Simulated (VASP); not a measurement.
Band structure of Zn (space group P6_3/mmc). All values below come from PBE GGA, VASP's PBE PAW potentials (set 64) (plane waves; VASP 6.6.1).

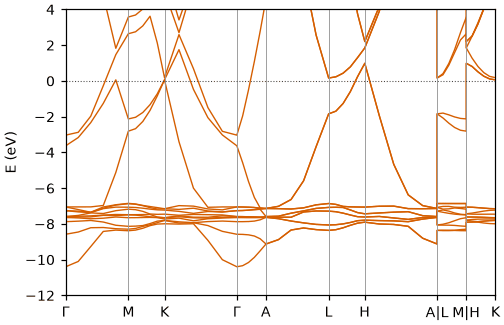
Bands along high-symmetry lines, zero at the valence-band maximum or, without a gap, the Fermi level

Question: Read the plot: is there a gap, and where are the band edges?

Answer: It has no gap at this level: it comes out as a metal or semimetal.

The structure is a typed Zn crystal (P6_3/mmc). The cell was not relaxed at this level.
